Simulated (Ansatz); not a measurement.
# Sensitivity of the G0W0 gap of Te2Mo (P6_3/mmc)

Aim: change settings of a G0W0 run on Te2Mo (P6_3/mmc) and see what moves.

Main program and level: Ansatz 0.2.0; G0W0 on PBE, plane waves, PAW; PAW set soft_1.

## (1) Starting point

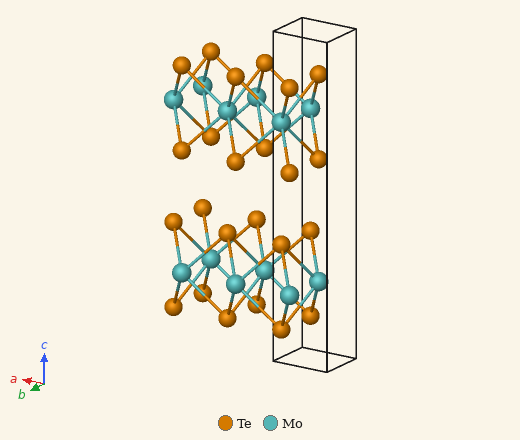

The starting structure, seen from a free direction (tellurium orange, molybdenum teal). 3×2×1 cells are drawn.

The cell and positions come from the Crystallography Open Database and are kept as given unless a step says otherwise. Spin-orbit coupling is left out unless a step names it.

## (2) The base run: 6×6×2 mesh, 340 empty bands, screening to 100 eV, PAW set soft_1 files

Now the one-shot GW correction: screening in the RPA, then the self-energy of the levels asked for. This step takes PAW set soft_1 files.

File input.yaml:

```yaml
crystal:
  lattice:
    - [3.5182, 0.0, 0.0]
    - [-1.7591, 3.0468505756, 0.0]
    - [0.0, 0.0, 13.9736]
  atoms:
    - { symbol: Te, position: [0.3333333333, 0.6666666667, 0.621] }
    - { symbol: Te, position: [0.6666666667, 0.3333333333, 0.121] }
    - { symbol: Te, position: [0.3333333333, 0.6666666667, 0.879] }
    - { symbol: Te, position: [0.6666666667, 0.3333333333, 0.379] }
    - { symbol: Mo, position: [0.3333333333, 0.6666666667, 0.25] }
    - { symbol: Mo, position: [0.6666666667, 0.3333333333, 0.75] }
kpoints:
  mp_grid: { grid: [6, 6, 2] }
hamiltonian:
  xc: pbe
  pseudopotentials: { kind: paw, azcp: { folder: soft_1 } }
scf:
  occupations: { method: fixed }
gw:
  n_empty_bands: 340
  ecut_chi: 100
  qp_bands: [v2, c2]
  qp_kpoints: band_edges
  screening: { model: contour_deformation }
```

On the command line:

```console
$ ansatz run input.yaml --threads 2 --pin off --max-ram 73728MiB --backend cuda --events-out ev --progress --plain --runs-dir out --devices 1 --max-vram 13GiB
```

Numbers of over 12 decimals in the logs are rounded to 6 here.

The log of the run:

```text
GPUs: using 1 of 1 available (devices: 1).
Engine: ansatz 0.2.0, x86_64-unknown-linux-gnu
Pseudopotentials: kind: paw
Pseudopotential: Te, paw, valence charge 16, recommended cutoff 420 eV (normal), soft_1/Te.paw.azcp
Pseudopotential: Mo, paw, valence charge 14, recommended cutoff 420 eV (normal), soft_1/Mo.paw.azcp
Functional definition: PBE
  parameter kappa = 0.804
  parameter beta = 0.066725
  exchange = pbe_x(kappa = kappa, mu = beta*pi^2/3)
  correlation = pbe_c(beta = beta)
device memory: the entry about to start is reckoned to put 1.9 GiB on a device that reports 76.9 GiB free (of which the cap on the GPU budget leaves the run 13.0 GiB)
GPU FFT provider: cuFFT
GPU libraries: cuBLAS 13.8.2, cuFFT 12.4.0, cuSOLVER 12.3.4
Crystal: 6 atoms, lattice volume = 149.789 Å³
Basis set: ecut = 420 eV, 2909 PW (Γ)
Bands: 56, of which v1, the nominal top of the filled ones, is band 46 counted from 1 (45 counted from 0)
Symmetry: 24 space group operations
Space group: P63/mmc (ITA 194), of the structure as read, at distance tolerance 5.3e-5 Å
k-points: 14 of 72
Non-local potential: Te, projectors of the file, l = 0: 2, l = 1: 2, l = 2: 2, l = 3: 1
Non-local potential: Mo, projectors of the file, l = 0: 3, l = 1: 2, l = 2: 2, l = 3: 1
PAW form: soft (Blöchl's): semilocal exchange-correlation on the pseudo side does not see the compensation charge
PAW one-centre angular grid: Te, 590 points (default); XC on 64 Gauss nodes
PAW one-centre angular grid: Mo, 590 points (default); XC on 64 Gauss nodes
Initial density: superposition of atomic densities (chi_scale 0.1, normalization cell, long waves kept (reshape's long-wave potential 0.01 eV rms))
Initial wavefunctions: pseudopotential atomic-orbital guess
GPU buffer pool allocated for 55296 grid points (all kernels)
GPU transforms: local potential and band sums: pruned to the plane-wave sphere, on 24×24×96
Functional: x = pbe(κ = 0.804, μ = 0.219515), c = pbe(β = 0.066725)
SCF iter   1: F=—  HF=-37835.277720 eV  |F-HF|=—  |Δ(HF+E_count)|=         —  Δρ=5.47e-2  dr2=6.43e0  ethr=3.10e-3  ⟨swp⟩=5.0  Hψ=2550  notcnv=0  defer=95
preconditioner: auto → Resta (q_TF=auto, 2.515 Å⁻¹)  ε∞=6.4  [insulator: Δε(μ)=0.754 eV  Ē_g=7.846 eV  n_scr=52 (ndim 8)  ℏωp=18.2 eV  f_vac=0.007  ε∞_Penn≈6.4]
SCF iter   2: F=—  HF=-37834.198158 eV  |F-HF|=—  |Δ(HF+E_count)|=    1.08e0  Δρ=2.11e-2  dr2=2.48e0  ethr=3.10e-3  ⟨swp⟩=3.0  Hψ=1386  notcnv=0  defer=98
SCF iter   3: F=—  HF=-37833.940722 eV  |F-HF|=—  |Δ(HF+E_count)|=   2.57e-1  Δρ=1.39e-2  dr2=4.25e-1  ethr=2.70e-3  ⟨swp⟩=1.9  Hψ=869  notcnv=0  defer=88
SCF iter   4: F=—  HF=-37833.845632 eV  |F-HF|=—  |Δ(HF+E_count)|=   9.51e-2  Δρ=1.94e-3  dr2=6.95e-3  ethr=4.62e-4  ⟨swp⟩=2.3  Hψ=1069  notcnv=0  defer=104
[...]
E_band       = -1145.506644
  E_kinetic    = 1536.879433
  E_local      = -8837.586825  (includes V_loc(G=0)·N_el)
  E_nonlocal   = 565.165906
  E_hartree    = 4173.436817
  E_xc         = -842.791662
  E_vxc        = -848.044404  (∫ρ·V_xc dr)
  E_paw        = -25112.329881  (= ΣΔE_a)
  E_vpaw       = -1908.792932  (= ΣTr[D̂ρ^β])
  E_aug_tail   = 0.000465  (compensation charges beyond the density's cutoff)
  E_ewald      = -9316.621616
  E_smearing   = -0.000000  (= −TS)
  E_closure    = -0.000000  (closes the sum)
  Σ components = -37833.847363   (vs F -37833.847363, Δ=0.00e0)
--- Band table (eV; the first three rows and the last of 14) ---
  k-point 0: bands = [... 42 lower, 11.4458, 11.4458, 12.1360, 12.4590, 15.3632, 15.3632, 15.4961, 15.4961, ... 6 higher]
  k-point 1: bands = [... 42 lower, 11.4282, 11.4282, 12.3779, 12.3779, 15.4009, 15.4009, 15.4009, 15.4009, ... 6 higher]
  k-point 2: bands = [... 42 lower, 11.2319, 11.4698, 12.0142, 12.1763, 14.2634, 14.5308, 14.5575, 14.7996, ... 6 higher]
  k-point 13: bands = [... 42 lower, 10.4647, 10.4647, 12.2496, 12.2496, 13.4386, 13.4386, 14.0857, 14.0857, ... 6 higher]
--- G₀W₀: contour deformation, 7 samples at zero and on the imaginary axis and 1 off it, 72 q-points, 340 empty bands' worth ---
  eigenvalues of the whole cell's RPA ε∞ on this k-mesh (on a slab, of 1 + 4πα/V) = 10.6974, 19.7798, 19.7798; static W/v taken at q = 0 is 0.053606
  gw.qp_kpoints: band_edges: 13 of 14 stored k-points solved, in 1 pass; an edge of the gap read off the rows below is read off those points alone
    valence top: of the k-points left out ik 5 came nearest to being solved in a further pass, in band 46 (counted from 1, as in the quasiparticle table): it holds the edge there only if its correction is more favourable than any solved in that band by at least 0.779 eV; those differ by 0.470 eV
    conduction bottom: of the k-points left out ik 5 came nearest to being solved in a further pass, in band 47 (counted from 1, as in the quasiparticle table): it holds the edge there only if its correction is more favourable than any solved in that band by at least 0.494 eV; those differ by 0.287 eV
    ik  band        ε_KS         Σx   Σc(E_QP)       V_xc       Z   E_QP_lin       E_QP  E_QP is
     0    45     12.1360   -16.2208     1.1836   -14.7019  0.7663    11.7985    11.8007  root
     0    46     12.4590   -18.8309     0.4198   -18.5248  0.7262    12.5726    12.5729  root
     0    47     15.3632   -12.6050    -3.9860   -16.8101  0.7299    15.5837    15.5823  root
     0    48     15.3632   -12.6050    -3.9860   -16.8101  0.7299    15.5837    15.5823  root
     1    45     12.3779   -18.2160     0.6173   -17.6139  0.7349    12.3930    12.3930  root
     1    46     12.3779   -18.2160     0.6173   -17.6139  0.7349    12.3930    12.3930  root
     1    47     15.4009   -12.5790    -4.0122   -16.8018  0.7277    15.6129    15.6115  root
     1    48     15.4009   -12.5790    -4.0122   -16.8018  0.7277    15.6129    15.6115  root
[...]
13    45     12.2496   -18.0650     0.3437   -17.8521  0.7184    12.3802    12.3805  root
    13    46     12.2496   -18.0650     0.3437   -17.8521  0.7184    12.3802    12.3805  root
    13    47     13.4386   -15.3377    -3.8766   -19.6430  0.7108    13.8717    13.8673  root
    13    48     13.4386   -15.3377    -3.8766   -19.6430  0.7108    13.8717    13.8673  root
[key lines of the parts left out:]
SCF converged after 9 iterations
Free energy (F): -37833.847363 eV
Fermi energy:    12.459033 eV
```

Elapsed: 35 s, on 1 × NVIDIA H100 80GB HBM3 (shared by 6 runs) with 2 threads of AMD EPYC 7R13 (Zen 3), shared host; peak memory 1.7 GiB.

Numbers from this step:

| Property | Result |
| --- | --- |
| bands summed | 386 |
| RPA ε∞ on this mesh (eigenvalues) | 10.70, 19.78, 19.78 |
| plane waves in the screening matrix | 329 |
| q-points in the mesh | 72 |
| G0W0 gap on the mesh | 0.9828 eV |
| k of the valence top | 0, 0, 0 |
| k of the conduction bottom | 0.1667, 0.1667, 0 |
| starting gap on the mesh | 0.8263 eV |
| Z at the valence top | 0.7262 |
| Z at the conduction bottom | 0.7387 |
| least direct G0W0 gap on the computed points | 1.310 eV |

The gap on the mesh goes from 0.83 eV to 0.98 eV, a correction of +0.16 eV. Between the two edge states, bare exchange in place of the xc potential would open the gap by 4.04 eV, and correlation takes back 3.89 eV.

## (3) Variant: potentials

Other atomic data (norm-conserving) test the pseudisation: the cutoff goes from 420 to 1120 eV, with the same valence electrons.

This step: G0W0 on PBE, plane waves, norm-conserving pseudopotentials.

input.yaml: that of step 2 with these lines changed.

```diff
@@ -16,3 +16,3 @@
   xc: pbe
-  pseudopotentials: { kind: paw, azcp: { folder: soft_1 } }
+  pseudopotentials: { kind: nc }
 scf:
```

The log of the run:

```text
GPUs: using 1 of 1 available (devices: 1).
[...]
GPU FFT provider: cuFFT
GPU libraries: cuBLAS 13.8.2, cuFFT 12.4.0, cuSOLVER 12.3.4
Crystal: 6 atoms, lattice volume = 149.789 Å³
Basis set: ecut = 1120 eV, 12821 PW (Γ)
Bands: 56, of which v1, the nominal top of the filled ones, is band 46 counted from 1 (45 counted from 0)
Symmetry: 24 space group operations
[...]
k-points: 14 of 72
[...]
GPU buffer pool allocated for 256000 grid points (all kernels)
[...]
SCF iter   1: F=—  HF=-15232.094705 eV  |F-HF|=—  |Δ(HF+E_count)|=         —  Δρ=5.54e-2  dr2=6.34e0  ethr=3.10e-3  ⟨swp⟩=5.1  Hψ=2505  notcnv=0  defer=94
[...]
SCF iter   9: F=-15230.651256 eV  HF=-15230.651256 eV  |F-HF|=1.00e-7  |Δ(HF+E_count)|=   2.08e-6  Δρ=7.71e-6  dr2=8.79e-8  ethr=1.09e-10  ⟨swp⟩=11.3  Hψ=3990  notcnv=0
SCF 1 converged in 9 iterations: F = -15230.651256 eV  dr2 = 8.79e-8
[...]
0    45     12.4611   -16.2020     1.1981   -14.6891  0.7663    12.1445    12.1464  root
     0    46     12.7829   -18.8110     0.4145   -18.5108  0.7263    12.8970    12.8972  root
     0    47     15.6762   -12.6045    -3.9715   -16.8123  0.7300    15.9141    15.9124  root
     0    48     15.6762   -12.6045    -3.9715   -16.8123  0.7300    15.9141    15.9124  root
     1    45     12.7018   -18.1943     0.6171   -17.5968  0.7350    12.7214    12.7214  root
     1    46     12.7018   -18.1943     0.6171   -17.5968  0.7350    12.7214    12.7214  root
     1    47     15.7138   -12.5783    -3.9974   -16.8036  0.7278    15.9434    15.9418  root
     1    48     15.7138   -12.5783    -3.9974   -16.8036  0.7278    15.9434    15.9418  root
[...]
13    45     12.5679   -18.0577     0.3396   -17.8465  0.7184    12.6960    12.6963  root
    13    46     12.5679   -18.0577     0.3396   -17.8465  0.7184    12.6960    12.6963  root
    13    47     13.7559   -15.3313    -3.8819   -19.6369  0.7108    14.1838    14.1796  root
    13    48     13.7559   -15.3313    -3.8819   -19.6369  0.7108    14.1838    14.1796  root
[key lines of the parts left out:]
SCF converged after 9 iterations
Free energy (F): -15230.651256 eV
Fermi energy:    12.782871 eV
```

Elapsed: 1.8 min, on 1 × NVIDIA H100 80GB HBM3 (shared by 6 runs) with 2 threads; peak memory 2.8 GiB; 2.9 min of CPU time.

The G0W0 gap on the mesh is 0.977 eV.

Against the base:

| setting | base | variant |
| --- | --- | --- |
| files | PAW set soft_1 | norm-conserving |

| quantity | variant | base |
| --- | --- | --- |
| starting gap on the mesh | 0.820 | 0.826 |
| G0W0 gap on the mesh | 0.977 | 0.983 |
| least direct G0W0 gap on the computed points | 1.307 | 1.310 |
| Z at the valence top | 0.726 | 0.726 |
| Z at the conduction bottom | 0.739 | 0.739 |

## (4) Variant: potentials

This step: G0W0 on PBE, plane waves, PAW.

input.yaml: that of step 3 with these lines changed.

```diff
@@ -16,3 +16,3 @@
   xc: pbe
-  pseudopotentials: { kind: nc }
+  pseudopotentials: { kind: paw, source: ansatz }
 scf:
```

The log of the run:

```text
GPUs: using 1 of 1 available (devices: 1).
[...]
GPU FFT provider: cuFFT
GPU libraries: cuBLAS 13.8.2, cuFFT 12.4.0, cuSOLVER 12.3.4
Crystal: 6 atoms, lattice volume = 149.789 Å³
Basis set: ecut = 640 eV, 5559 PW (Γ)
Bands: 56, of which v1, the nominal top of the filled ones, is band 46 counted from 1 (45 counted from 0)
Symmetry: 24 space group operations
[...]
k-points: 14 of 72
[...]
GPU buffer pool allocated for 108000 grid points (all kernels)
[...]
SCF iter   1: F=—  HF=-37846.277984 eV  |F-HF|=—  |Δ(HF+E_count)|=         —  Δρ=5.47e-2  dr2=6.32e0  ethr=3.10e-3  ⟨swp⟩=5.4  Hψ=2591  notcnv=0  defer=79
[...]
SCF iter  10: F=-37844.803715 eV  HF=-37844.803715 eV  |F-HF|=1.67e-10  |Δ(HF+E_count)|=   8.37e-9  Δρ=1.11e-6  dr2=1.65e-9  ethr=1.09e-10  ⟨swp⟩=3.0  Hψ=1665  notcnv=0
SCF 1 converged in 10 iterations: F = -37844.803715 eV  dr2 = 1.65e-9
[...]
0    45     12.7701   -16.2160     1.1754   -14.6944  0.7663    12.4216    12.4240  root
     0    46     13.0939   -18.8278     0.4103   -18.5227  0.7262    13.1990    13.1992  root
     0    47     15.9974   -12.6040    -3.9949   -16.8032  0.7300    16.2030    16.2017  root
     0    48     15.9974   -12.6040    -3.9949   -16.8032  0.7300    16.2030    16.2017  root
     1    45     13.0126   -18.2127     0.6081   -17.6107  0.7349    13.0187    13.0187  root
     1    46     13.0126   -18.2127     0.6081   -17.6107  0.7349    13.0187    13.0187  root
     1    47     16.0352   -12.5779    -4.0208   -16.7943  0.7278    16.2321    16.2309  root
     1    48     16.0352   -12.5779    -4.0208   -16.7943  0.7278    16.2321    16.2309  root
[...]
13    45     12.8843   -18.0638     0.3357   -17.8509  0.7184    13.0068    13.0070  root
    13    46     12.8843   -18.0638     0.3357   -17.8509  0.7184    13.0068    13.0070  root
    13    47     14.0741   -15.3351    -3.8859   -19.6410  0.7107    14.4982    14.4941  root
    13    48     14.0741   -15.3351    -3.8859   -19.6410  0.7107    14.4982    14.4941  root
[key lines of the parts left out:]
SCF converged after 10 iterations
Free energy (F): -37844.803715 eV
Fermi energy:    13.093940 eV
```

Run time: 58 s. Hardware: 1 × NVIDIA H100 80GB HBM3 (shared by 6 runs) with 2 threads; peak memory 2 GiB; 81 s of CPU time.

The G0W0 gap on the mesh is 0.981 eV.

Against the base:

| setting | base | variant |
| --- | --- | --- |
| files | PAW set soft_1 | hard PAW |

| quantity | variant | base |
| --- | --- | --- |
| starting gap on the mesh | 0.826 | 0.826 |
| G0W0 gap on the mesh | 0.981 | 0.983 |
| least direct G0W0 gap on the computed points | 1.311 | 1.310 |
| Z at the valence top | 0.726 | 0.726 |
| Z at the conduction bottom | 0.739 | 0.739 |

## (5) Variant: frequency model

A plasmon pole stands in for the full frequency dependence of the screening; this run shows what that costs in accuracy.

This step: G0W0 on PBE, plane waves, PAW; PAW set soft_1.

input.yaml: that of step 4 with these lines changed.

```diff
@@ -16,3 +16,3 @@
   xc: pbe
-  pseudopotentials: { kind: paw, source: ansatz }
+  pseudopotentials: { kind: paw, azcp: { folder: soft_1 } }
 scf:
@@ -24,2 +24,2 @@
   qp_kpoints: band_edges
-  screening: { model: contour_deformation }
+  screening: { model: godby_needs }
```

The log of the run:

```text
GPUs: using 1 of 1 available (devices: 1).
[...]
GPU FFT provider: cuFFT
GPU libraries: cuBLAS 13.8.2, cuFFT 12.4.0, cuSOLVER 12.3.4
Crystal: 6 atoms, lattice volume = 149.789 Å³
Basis set: ecut = 420 eV, 2909 PW (Γ)
Bands: 56, of which v1, the nominal top of the filled ones, is band 46 counted from 1 (45 counted from 0)
Symmetry: 24 space group operations
[...]
k-points: 14 of 72
[...]
GPU buffer pool allocated for 55296 grid points (all kernels)
[...]
SCF iter   1: F=—  HF=-37835.277720 eV  |F-HF|=—  |Δ(HF+E_count)|=         —  Δρ=5.47e-2  dr2=6.43e0  ethr=3.10e-3  ⟨swp⟩=5.0  Hψ=2550  notcnv=0  defer=95
[...]
SCF iter   9: F=-37833.847363 eV  HF=-37833.847363 eV  |F-HF|=7.29e-9  |Δ(HF+E_count)|=   4.74e-7  Δρ=4.86e-6  dr2=2.98e-8  ethr=1.09e-10  ⟨swp⟩=11.6  Hψ=3206  notcnv=0
SCF 1 converged in 9 iterations: F = -37833.847363 eV  dr2 = 2.98e-8
[...]
0    45     12.1360   -16.2208     1.1537   -14.7019  0.8020    11.7702    11.7708  root
     0    46     12.4590   -18.8309     0.4063   -18.5248  0.7799    12.5593    12.5594  root
     0    47     15.3632   -12.6050    -3.9234   -16.8101  0.7946    15.6452    15.6449  root
     0    48     15.3632   -12.6050    -3.9234   -16.8101  0.7946    15.6452    15.6449  root
     1    45     12.3779   -18.2160     0.5965   -17.6139  0.7848    12.3722    12.3722  root
     1    46     12.3779   -18.2160     0.5965   -17.6139  0.7848    12.3722    12.3722  root
     1    47     15.4009   -12.5790    -3.9446   -16.8018  0.7943    15.6796    15.6792  root
     1    48     15.4009   -12.5790    -3.9446   -16.8018  0.7943    15.6796    15.6792  root
[...]
13    45     12.2496   -18.0650     0.3116   -17.8521  0.7764    12.3484    12.3484  root
    13    46     12.2496   -18.0650     0.3116   -17.8521  0.7764    12.3484    12.3484  root
    13    47     13.4386   -15.3377    -3.8114   -19.6430  0.7728    13.9335    13.9326  root
    13    48     13.4386   -15.3377    -3.8114   -19.6430  0.7728    13.9335    13.9326  root
[key lines of the parts left out:]
SCF converged after 9 iterations
Free energy (F): -37833.847363 eV
Fermi energy:    12.459033 eV
```

Elapsed: 43 s, on 1 × NVIDIA H100 80GB HBM3 (shared by 6 runs) with 2 threads; peak memory 2.2 GiB; 69 s of CPU time.

The G0W0 gap on the mesh is 1.007 eV.

Against the base:

| setting | base | variant |
| --- | --- | --- |
| frequency model | contour deformation | plasmon pole |

| quantity | variant | base |
| --- | --- | --- |
| starting gap on the mesh | 0.826 | 0.826 |
| G0W0 gap on the mesh | 1.007 | 0.983 |
| least direct G0W0 gap on the computed points | 1.394 | 1.310 |
| Z at the valence top | 0.780 | 0.726 |
| Z at the conduction bottom | 0.788 | 0.739 |

## (6) What came out

| Item | Value |
| --- | --- |
| base | 0.98 eV, 35 s |
| potentials | 0.98 eV, 1.8 min |
| potentials | 0.98 eV, 58 s |
| frequency model | 1.01 eV, 43 s |

**Reading.** Potentials: the gap moves by −0.01 eV and the time by a factor of 3.2 (the plane-wave cutoff goes from 420 to 1120 eV). Potentials: the gap moves by −0.001 eV (the plane-wave cutoff goes from 420 to 640 eV). Frequency model: the gap moves by +0.02 eV. All runs here use a coarse mesh and modest cutoffs; they test settings and are not final values. The 6×6×2 mesh is coarse for this cell (its supercell is 21 Å along the shortest edge). The RPA ε∞ on it, from the PBE start, is 10.70 and 19.78; such meshes misread the long-range screening, most where the gap is narrow. The many-body steps are scalar-relativistic: spin-orbit coupling is not in them.

[Paths, hosts, dates, memory and timing lines, banners, echoed tables and standing remarks are left out of the program output.]

[Logs are printed without paths, hosts, clocks, repeated set-up lines and the standing remarks that a program may print on its own settings, such as how far it seeks lower states.]

[Runs of the session that timed out or met a known fault of the program may be left out.]

[Cells called generated may have been cut or substituted from an entry of the Crystallography Open Database or the Materials Project.]

[Hosts, paths, dates, database ids (printed as entryN), source tags and the programs' standing remarks are cut or masked in the printed files.]
